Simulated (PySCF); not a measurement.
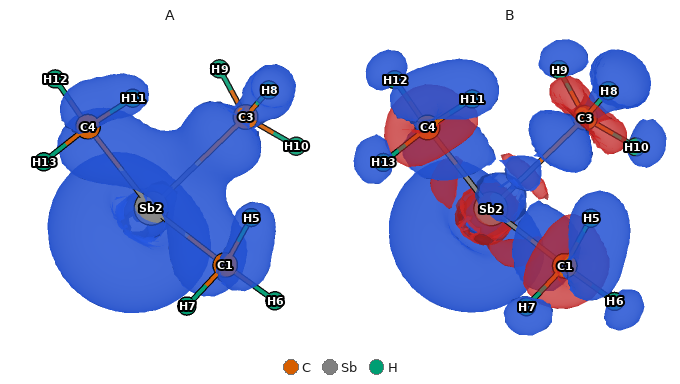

Figure 1: C3H9Sb, SMILES `C[Sb](C)C`. The Fukui function f⁻ from two separate SCF calculations and the density of the HOMO, at ±0.02 e/Å³ (blue positive, red negative).

Computed with PySCF, PBE/def2-TZVP, geometry: GFN2-xTB. Core potentials replace the inner electrons of Sb; spin–orbit coupling isn't included. No frequency check shows the geometry to be a minimum. GFN2-xTB bond lengths at metals and heavier atoms can be off by up to 0.1 Å and shapes distorted, which carries into these values.

Coordinates in Å:

```
C1       0.7955   -1.6383    0.7457
Sb2     -0.0010    0.0007   -0.4315
C3       1.0244    1.5036    0.7495
C4      -1.8142    0.1310    0.7514
H5       0.6908   -1.4139    1.8017
H6       1.8435   -1.7837    0.5138
H7       0.2560   -2.5511    0.5197
H8       0.8881    1.2942    1.8050
H9       0.6242    2.4872    0.5178
H10      2.0825    1.4961    0.5178
H11     -1.5641    0.1106    1.8066
H12     -2.3368    1.0527    0.5246
H13     -2.4649   -0.7042    0.5225
```

**Which panel is which, and how good is the frozen-orbital picture?**

B is f⁻ (it has negative regions), A the HOMO density. The HOMO lies on Sb2 (64 %) and C1, C3 and C4 (9 % each); f⁻ (Hirshfeld-condensed) is largest on Sb2 (0.42); the vertical ionisation energy is 8.34 eV (the stability of the cation's solution wasn't checked). Relaxation shifts 27 % of the electron between atoms. The orbital energy is −5.51 eV.
